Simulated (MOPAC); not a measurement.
# C$_{2}$H$_{5}$GeNO: frequency calculation (part 2 of 3)

The same run, continued: C$_{2}$H$_{5}$GeNO, SMILES C[O][GeH2][C]#N; PM3, closed shell (MOPAC 23.2.5). The geometry was optimised with PM3.

Geometry of the input (Å):
```
C  -1.3612  0.6055  0.1893
O  -0.0915  1.0132  -0.1739
Ge 1.0845  -0.3561  -0.0025
C  0.8151  -1.6865  -1.2678
N  0.6603  -2.5222  -2.0543
H  -1.3880  0.2362  1.2222
H  -1.7440  -0.1724  -0.4824
H  -1.9848  1.5020  0.1026
H  2.4812  0.2294  -0.1858
H  1.0389  -0.9953  1.3809
```

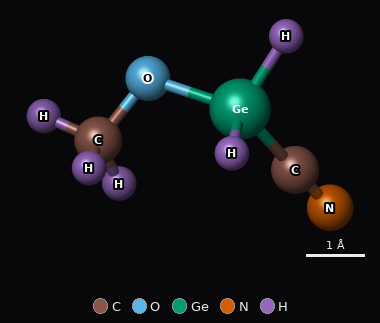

**Figure 1.** The structure as given in the input (ball-and-stick view, seen at a tilt). Sticks mark near contacts.

**What the program printed, continued**
```
           1   -0.0106    0.1485    0.0009    0.0007    0.0004   -0.0022    0.0122   -0.0210
           2   -0.0452   -0.0005   -0.0006   -0.0000    0.0001    0.0077   -0.0459   -0.0215
           3    0.0106   -0.0009   -0.0001    0.0001   -0.0000   -0.0594   -0.0075    0.0008
           4    0.0070   -0.0679   -0.0022   -0.0022   -0.0008    0.0001   -0.0010   -0.0005
           5   -0.0004   -0.0033    0.0016   -0.0023   -0.0021    0.0000   -0.0000   -0.0004
           6   -0.0000    0.0003   -0.0007    0.0009   -0.0008    0.0003    0.0000   -0.0000
           7    0.0001   -0.0000   -0.0081   -0.0042    0.0007   -0.0000    0.0001    0.0000
           8    0.0001    0.0001    0.0039   -0.0025   -0.0022   -0.0000    0.0000    0.0000
           9   -0.0000   -0.0001   -0.0040    0.0049   -0.0039    0.0000   -0.0000    0.0000
          10    0.0002    0.0000   -0.0022   -0.0005   -0.0802    0.0000    0.0000   -0.0000
          11    0.0001    0.0003    0.0012   -0.0019    0.2435    0.0001    0.0000   -0.0000
          12   -0.0000    0.0001   -0.0008   -0.0013    0.4395    0.0000   -0.0000   -0.0000
          13   -0.0000   -0.0001    0.0003   -0.0005    0.0642   -0.0000   -0.0000    0.0000
          14   -0.0000    0.0002   -0.0003    0.0019   -0.1952   -0.0000   -0.0000    0.0000
          15    0.0000    0.0004   -0.0003    0.0031   -0.3521   -0.0000   -0.0000    0.0000
          16   -0.1011   -0.2287    0.0016   -0.0010   -0.0008    0.1744   -0.0943    0.0652
          17    0.2271   -0.0322    0.0002   -0.0005   -0.0001   -0.2552    0.1265   -0.1159
          18    0.1954    0.1235    0.0010   -0.0004   -0.0001    0.3955   -0.2428    0.1757
          19   -0.0496   -0.2246    0.0003   -0.0000    0.0003   -0.1424   -0.1213    0.0740
          20    0.3669   -0.0227    0.0001   -0.0004   -0.0000    0.1797    0.1368   -0.1103
          21   -0.1996   -0.1244   -0.0008    0.0000   -0.0008    0.3339    0.3203   -0.2086
          22    0.1547   -0.2294   -0.0031    0.0019    0.0015   -0.0053    0.0800    0.1167
          23   -0.0581    0.0837    0.0001   -0.0002    0.0003   -0.0147    0.2799    0.4864
          24   -0.1213    0.0081    0.0001   -0.0001    0.0001   -0.0268    0.0112    0.0244
          25    0.0006   -0.0071    0.4376    0.5261    0.0312    0.0000    0.0000    0.0000
          26   -0.0013    0.0136   -0.0106   -0.0308   -0.0074   -0.0002    0.0003    0.0001
          27   -0.0000    0.0023   -0.0851   -0.0747   -0.0160    0.0000   -0.0001    0.0000
          28    0.0016   -0.0004    0.1903   -0.1846   -0.0091   -0.0012    0.0007   -0.0003
          29    0.0006    0.0030   -0.2987    0.2489    0.0115   -0.0005   -0.0001   -0.0003
          30   -0.0002   -0.0001    0.3962   -0.3224   -0.0341   -0.0007    0.0005   -0.0002

           MASS-WEIGHTED COORDINATE ANALYSIS (NORMAL COORDINATES)

   Root No.       1         2         3         4         5         6         7         8

                 1 A       2 A       3 A       4 A       5 A       6 A       7 A       8 A

                  65.0      99.3     149.0     278.6     296.2     387.8     474.0     479.1

           1   -0.0460    0.0003   -0.0219    0.2141   -0.1573    0.0533    0.1366    0.0407
           2    0.2088    0.1008    0.1161    0.4607   -0.2297    0.0580    0.0700    0.0196
           3    0.5506    0.0534   -0.0076   -0.0323   -0.0161   -0.0231    0.0105   -0.0003
           4   -0.0521    0.0016   -0.0216    0.2893   -0.2001    0.0703    0.1463    0.0540
           5    0.0570    0.0318    0.0588   -0.2179    0.1288   -0.1135   -0.0214   -0.0823
           6   -0.2921    0.1610    0.7119    0.0075   -0.0049   -0.1961    0.0542    0.0093
           7    0.2650    0.0437    0.0851   -0.1933    0.1392   -0.1312   -0.3303   -0.0390
           8   -0.0087    0.0648    0.0927   -0.1529    0.0622   -0.1262    0.1307   -0.1866
           9   -0.1298   -0.1305   -0.2966    0.0250    0.0029    0.1713    0.0744   -0.4451
          10   -0.1423   -0.0173    0.0309    0.1068    0.5887    0.3639    0.4448    0.0973
          11   -0.1009   -0.0672    0.0132   -0.2177   -0.1272    0.6983   -0.2637    0.2071
          12   -0.0446   -0.0042   -0.0997    0.1287    0.1902   -0.2965   -0.0180    0.4983
          13   -0.3956   -0.0855   -0.1602   -0.1107   -0.4017   -0.1589   -0.1032   -0.1565
          14   -0.1992   -0.2434   -0.4061    0.1452    0.1102   -0.2808   -0.0649    0.3028
          15   -0.0422    0.0779    0.0890   -0.1132   -0.1204    0.1539   -0.2716    0.5057
          16   -0.1427    0.0426    0.1034    0.1612   -0.0912    0.0167    0.0682    0.0297
          17    0.1363   -0.4110    0.2055    0.2246   -0.1201    0.0270    0.0423    0.0223
          18    0.2665   -0.2740    0.0515   -0.0020   -0.0154   -0.0019    0.0036    0.0019
          19    0.1586   -0.0261   -0.1097    0.1361   -0.0965    0.0629    0.0566    0.0318
          20    0.0095    0.5095   -0.1362    0.1925   -0.0950    0.0475    0.0341    0.0185
          21    0.2604   -0.2288    0.0346   -0.0045   -0.0141   -0.0010    0.0040    0.0025
          22   -0.0577   -0.0138   -0.0168   -0.1189    0.0534   -0.0354   -0.0041   -0.0251
          23    0.0739    0.0077    0.0477    0.1865   -0.0957    0.0304    0.0337    0.0166
          24    0.1323    0.5476   -0.2367   -0.0312    0.0091    0.0144   -0.0041   -0.0021
          25    0.0373    0.0030    0.0012   -0.0576   -0.0444   -0.0275    0.0335    0.0333
          26   -0.0324    0.0107    0.0010    0.2139   -0.0292   -0.0258   -0.2884   -0.1039
          27    0.0397   -0.0232   -0.0678   -0.2582   -0.3292   -0.0905    0.3662    0.1914
          28    0.0877   -0.0057   -0.0476   -0.3279   -0.1975   -0.0317    0.4439    0.1534
          29    0.0291   -0.0027   -0.0717   -0.0322    0.1207   -0.1202    0.0649    0.0466
          30   -0.0226   -0.0153   -0.0623    0.1432    0.1922   -0.0636   -0.1784   -0.0577

   Root No.       9        10        11        12        13        14        15        16

                 9 A      10 A      11 A      12 A      13 A      14 A      15 A      16 A

                 639.7     653.6     711.4     761.8    1011.9    1068.6    1186.4    1348.2

           1   -0.1220   -0.0003   -0.0008    0.1893   -0.0039   -0.0267   -0.2918   -0.0195
           2   -0.0361    0.0205    0.0176    0.1627   -0.0181    0.3996   -0.0118   -0.0610
           3   -0.0009    0.0088    0.0031   -0.0024   -0.3784   -0.0153   -0.0029   -0.2695
           4   -0.1029    0.0163    0.0077    0.0914   -0.0055    0.0436    0.5928    0.0129
           5   -0.0693    0.1586    0.0972    0.7476    0.0142   -0.3938    0.1239   -0.0007
           6   -0.0546    0.0653    0.0261   -0.0263    0.2181    0.0111   -0.0018    0.0005
           7    0.0576   -0.0548   -0.0629   -0.1288    0.0025   -0.0015   -0.0130    0.0000
           8    0.0793   -0.2092   -0.1156   -0.3507    0.0010    0.0627   -0.0378    0.0003
           9   -0.0014   -0.0538    0.0483    0.0119    0.0047   -0.0062    0.0037    0.0001
          10    0.2023    0.0876   -0.0164   -0.0033    0.0015    0.0012   -0.0027   -0.0006
          11   -0.0949    0.1016   -0.0214   -0.0312   -0.0007    0.0085   -0.0041   -0.0005
          12    0.0844   -0.1206    0.0455    0.0215   -0.0005   -0.0010    0.0004    0.0003
          13   -0.0474   -0.0049   -0.0044   -0.0025   -0.0001   -0.0010    0.0010    0.0001
          14    0.0214   -0.0754    0.0269    0.0065   -0.0011    0.0017   -0.0010    0.0004
          15   -0.0271   -0.0605    0.0324    0.0029   -0.0012    0.0052   -0.0027   -0.0000
          16   -0.0596   -0.0211   -0.0221   -0.0601   -0.5771   -0.3974   -0.4003    0.1276
          17   -0.0231   -0.0139   -0.0126   -0.0494   -0.0272   -0.1554   -0.0766    0.5014
          18    0.0020    0.0015    0.0017   -0.0058    0.1403    0.0049    0.0721    0.2181
          19   -0.0436   -0.0252   -0.0191   -0.0316    0.6442   -0.3002   -0.3945   -0.1868
          20   -0.0189   -0.0159   -0.0165   -0.0474    0.0407   -0.1560   -0.0692   -0.2263
          21    0.0005    0.0022    0.0030    0.0053    0.1444    0.0048   -0.0763   -0.0047
          22   -0.0171    0.0544    0.0470    0.3451   -0.0511    0.6116   -0.4465    0.0743
          23   -0.0171   -0.0088   -0.0080   -0.0322   -0.0016   -0.0645    0.0852   -0.0657
          24    0.0082    0.0004   -0.0045    0.0036    0.1222    0.0073    0.0112    0.7154
          25    0.0895    0.0863   -0.0514   -0.0124   -0.0009   -0.0011    0.0087   -0.0000
          26    0.5724    0.5168    0.4568   -0.1155   -0.0017   -0.0354   -0.0396   -0.0010
          27    0.3628    0.4099   -0.5263    0.0170   -0.0035    0.0013   -0.0059   -0.0018
          28   -0.1491    0.0220    0.6243   -0.1450   -0.0056    0.0180   -0.0063    0.0027
          29   -0.5376    0.5251    0.0864   -0.2358   -0.0068    0.0331   -0.0142    0.0026
          30   -0.3313    0.3937   -0.2760   -0.0927    0.0008    0.0270   -0.0068   -0.0005

   Root No.      17        18        19        20        21        22        23        24

                17 A      18 A      19 A      20 A      21 A      22 A      23 A      24 A

                1356.3    1410.6    1927.1    1977.9    2411.9    3032.2    3060.4    3122.1

           1   -0.0624    0.7035    0.0043    0.0036    0.0006   -0.0111    0.0732   -0.1190
           2   -0.2649   -0.0024   -0.0029   -0.0000    0.0001    0.0391   -0.2748   -0.1215
           3    0.0622   -0.0044   -0.0004    0.0003   -0.0001   -0.3023   -0.0450    0.0044
           4    0.0474   -0.3711   -0.0127   -0.0125   -0.0013    0.0003   -0.0068   -0.0033
           5   -0.0025   -0.0182    0.0089   -0.0133   -0.0037    0.0001   -0.0001   -0.0028
           6   -0.0002    0.0018   -0.0041    0.0050   -0.0014    0.0015    0.0003   -0.0003
           7    0.0015   -0.0002   -0.0978   -0.0512    0.0024   -0.0002    0.0009    0.0006
           8    0.0016    0.0012    0.0475   -0.0309   -0.0082   -0.0002    0.0007    0.0005
           9   -0.0001   -0.0017   -0.0481    0.0598   -0.0142    0.0003   -0.0000    0.0000
          10    0.0011    0.0000   -0.0109   -0.0025   -0.1191    0.0002    0.0002   -0.0001
          11    0.0004    0.0013    0.0057   -0.0095    0.3618    0.0004    0.0001   -0.0002
          12   -0.0001    0.0005   -0.0042   -0.0062    0.6529    0.0001   -0.0000   -0.0002
          13   -0.0003   -0.0005    0.0018   -0.0026    0.1029   -0.0000   -0.0000    0.0000
          14   -0.0000    0.0010   -0.0018    0.0099   -0.3131   -0.0001   -0.0000    0.0001
          15    0.0001    0.0021   -0.0014    0.0166   -0.5650   -0.0001   -0.0000    0.0001
          16   -0.1716   -0.3138    0.0023   -0.0015   -0.0003    0.2571   -0.1635    0.1071
          17    0.3857   -0.0442    0.0002   -0.0007   -0.0001   -0.3764    0.2195   -0.1902
          18    0.3319    0.1694    0.0015   -0.0006   -0.0000    0.5833   -0.4212    0.2883
          19   -0.0842   -0.3081    0.0004   -0.0000    0.0001   -0.2100   -0.2104    0.1214
          20    0.6231   -0.0312    0.0002   -0.0006   -0.0000    0.2651    0.2374   -0.1810
          21   -0.3389   -0.1707   -0.0011    0.0000   -0.0003    0.4925    0.5556   -0.3424
          22    0.2626   -0.3147   -0.0045    0.0027    0.0006   -0.0078    0.1388    0.1915
          23   -0.0986    0.1148    0.0002   -0.0002    0.0001   -0.0217    0.4856    0.7982
          24   -0.2061    0.0111    0.0002   -0.0001    0.0000   -0.0395    0.0194    0.0401
          25    0.0011   -0.0098    0.6261    0.7537    0.0134    0.0001    0.0001    0.0000
          26   -0.0022    0.0186   -0.0151   -0.0442   -0.0032   -0.0003    0.0006    0.0002
          27   -0.0000    0.0032   -0.1218   -0.1070   -0.0069    0.0000   -0.0002    0.0000
          28    0.0026   -0.0005    0.2723   -0.2645   -0.0039   -0.0017    0.0012   -0.0005
          29    0.0011    0.0041   -0.4274    0.3565    0.0050   -0.0007   -0.0002   -0.0004
          30   -0.0003   -0.0002    0.5670   -0.4619   -0.0147   -0.0010    0.0009   -0.0003

          DESCRIPTION OF VIBRATIONS

 VIBRATION          1    1A           ATOM PAIR      ENERGY CONTRIBUTION    RADIAL
 FREQUENCY            65.01         C  1 -- O  2         +23.2% (999.0%)      0.0%
 TRANSITION DIPOLE   0.3332         C  1 -- Ge 3         +21.9% (984.8%)      1.6%
 TRAVEL (Ang.)       0.6165         C  1 -- H  6         +19.1% (919.8%)     53.3%
 REDUCED MASS        2.7295         C  1 -- H  8         +18.8% (911.8%)     12.0%
 EFFECTIVE MASS    722.1719         C  1 -- H  7         +13.9% (783.1%)     96.0%
 FORCE CONSTANT      0.0068

 VIBRATION          2    2A           ATOM PAIR      ENERGY CONTRIBUTION    RADIAL
 FREQUENCY            99.27         C  1 -- H  7         +32.3% (566.8%)      1.5%
 TRANSITION DIPOLE   0.0653         C  1 -- H  6         +31.6% (560.4%)      0.0%
 TRAVEL (Ang.)       0.0000         C  1 -- H  8         +31.2% (556.8%)      2.0%
 REDUCED MASS        0.3769         C  1 -- Ge 3          +1.8% (133.3%)      0.3%
 EFFECTIVE MASS     21.7893
 FORCE CONSTANT      0.0022

 VIBRATION          3    3A           ATOM PAIR      ENERGY CONTRIBUTION    RADIAL
 FREQUENCY           148.95         C  1 -- H  8         +18.2% (174.8%)      9.9%
 TRANSITION DIPOLE   0.5729         C  1 -- H  6         +16.0% (164.2%)      9.1%
 TRAVEL (Ang.)       0.2864         C  1 -- H  7         +15.8% (163.0%)      1.6%
 REDUCED MASS        5.5196         C  1 -- O  2         +14.4% (155.5%)      0.0%
 EFFECTIVE MASS     46.5771         O  2 -- Ge 3         +12.9% (147.4%)      0.5%
 FORCE CONSTANT      0.0722

 VIBRATION          4    4A           ATOM PAIR      ENERGY CONTRIBUTION    RADIAL
 FREQUENCY           278.60         C  1 -- Ge 3         +20.2% (210.6%)     91.6%
 TRANSITION DIPOLE   0.1092         C  1 -- O  2         +19.9% (209.1%)      1.2%
 TRAVEL (Ang.)       0.4023         C  1 -- H  7         +17.8% (197.9%)      4.1%
 REDUCED MASS        1.4956         C  1 -- H  6         +17.7% (197.5%)     23.9%
 EFFECTIVE MASS     40.3263         C  1 -- H  8         +12.6% (166.4%)     66.3%
 FORCE CONSTANT      0.0684

 VIBRATION          5    5A           ATOM PAIR      ENERGY CONTRIBUTION    RADIAL
 FREQUENCY           296.16         C  1 -- Ge 3         +15.1% (109.7%)     99.2%
 TRANSITION DIPOLE   0.1556         C  1 -- H  6         +13.7% (104.5%)      4.9%
 TRAVEL (Ang.)       0.2964         C  1 -- O  2         +13.7% (104.4%)      1.4%
 REDUCED MASS        2.5922         C  1 -- H  7         +13.4% (103.2%)      5.3%
 EFFECTIVE MASS     19.2955         C  4 -- N  5         +11.7% ( 96.4%)      0.0%
 FORCE CONSTANT      0.1340

 VIBRATION          6    6A           ATOM PAIR      ENERGY CONTRIBUTION    RADIAL
 FREQUENCY           387.78         C  4 -- N  5         +37.4% ( 89.9%)      0.0%
 TRANSITION DIPOLE   0.3719         Ge 3 -- C  4         +32.4% ( 83.6%)      0.9%
 TRAVEL (Ang.)       0.1625         C  1 -- Ge 3          +5.3% ( 33.7%)     63.8%
 REDUCED MASS        6.5846         C  1 -- O  2          +4.7% ( 32.0%)      0.5%
 EFFECTIVE MASS     16.2711
 FORCE CONSTANT      0.5834

 VIBRATION          7    7A           ATOM PAIR      ENERGY CONTRIBUTION    RADIAL
 FREQUENCY           474.02         Ge 3 -- C  4         +33.1% ( 96.2%)     20.3%
 TRANSITION DIPOLE   0.2012         Ge 3 -- H 10         +15.9% ( 66.7%)      3.5%
 TRAVEL (Ang.)       0.2460         Ge 3 -- H  9         +13.7% ( 62.0%)     28.6%
 REDUCED MASS        2.3498         C  4 -- N  5          +8.7% ( 49.3%)      0.3%
 EFFECTIVE MASS     12.0067
 FORCE CONSTANT      0.3111

 VIBRATION          8    8A           ATOM PAIR      ENERGY CONTRIBUTION    RADIAL
 FREQUENCY           479.08         Ge 3 -- C  4         +79.9% (207.6%)     90.4%
 TRANSITION DIPOLE   0.9799         C  4 -- N  5          +9.5% ( 71.7%)     11.5%
 TRAVEL (Ang.)       0.1416         Ge 3 -- H  9          +3.3% ( 42.2%)      0.3%
 REDUCED MASS        7.0175         Ge 3 -- H 10          +2.4% ( 36.0%)     22.1%
 EFFECTIVE MASS     22.5494
 FORCE CONSTANT      0.9490

 VIBRATION          9    9A           ATOM PAIR      ENERGY CONTRIBUTION    RADIAL
 FREQUENCY           639.71         Ge 3 -- H  9         +37.2% ( 67.0%)      0.7%
 TRANSITION DIPOLE   0.1312         Ge 3 -- H 10         +35.3% ( 65.3%)      0.1%
 TRAVEL (Ang.)       0.4822         C  1 -- Ge 3          +4.9% ( 24.3%)     98.3%
 REDUCED MASS        0.4533         C  1 -- H  6          +4.3% ( 22.7%)      8.9%
 EFFECTIVE MASS      2.4932
 FORCE CONSTANT      0.1093

 VIBRATION         10   10A           ATOM PAIR      ENERGY CONTRIBUTION    RADIAL
 FREQUENCY           653.63         Ge 3 -- H  9         +39.9% ( 66.3%)      0.1%
 TRANSITION DIPOLE   0.2427         Ge 3 -- H 10         +39.2% ( 65.8%)      0.3%
 TRAVEL (Ang.)       0.4175         O  2 -- Ge 3          +7.7% ( 29.2%)     88.4%
 REDUCED MASS        0.5918         Ge 3 -- C  4          +5.4% ( 24.5%)      3.4%
 EFFECTIVE MASS      4.2010
 FORCE CONSTANT      0.1490

 VIBRATION         11   11A           ATOM PAIR      ENERGY CONTRIBUTION    RADIAL
 FREQUENCY           711.38         Ge 3 -- H  9         +46.3% ( 58.2%)      0.8%
 TRANSITION DIPOLE   0.2088         Ge 3 -- H 10         +44.3% ( 56.9%)      1.1%
 TRAVEL (Ang.)       0.4372         O  2 -- Ge 3          +3.6% ( 16.3%)     98.9%
 REDUCED MASS        0.4960         Ge 3 -- C  4          +1.6% ( 10.9%)     10.6%
 EFFECTIVE MASS      2.0307
 FORCE CONSTANT      0.1479

 VIBRATION         12   12A           ATOM PAIR      ENERGY CONTRIBUTION    RADIAL
 FREQUENCY           761.82         O  2 -- Ge 3         +33.6% ( 90.2%)     97.4%
 TRANSITION DIPOLE   0.3574         C  1 -- O  2         +26.0% ( 79.4%)      2.7%
 TRAVEL (Ang.)       0.1154         C  1 -- H  8         +12.5% ( 55.0%)     34.7%
 REDUCED MASS        6.6471         C  1 -- Ge 3          +7.8% ( 43.5%)     90.3%
 EFFECTIVE MASS     19.1101
 FORCE CONSTANT      2.2729

 VIBRATION         13   13A           ATOM PAIR      ENERGY CONTRIBUTION    RADIAL
 FREQUENCY          1011.93         C  1 -- H  7         +36.7% ( 80.1%)      7.1%
 TRANSITION DIPOLE   0.2272         C  1 -- H  6         +31.9% ( 74.8%)      6.9%
 TRAVEL (Ang.)       0.3324         C  1 -- H  8         +11.8% ( 45.5%)      0.3%
 REDUCED MASS        0.6032         C  1 -- O  2         +10.2% ( 42.3%)      0.0%
 EFFECTIVE MASS      3.1164
 FORCE CONSTANT      0.3640
```
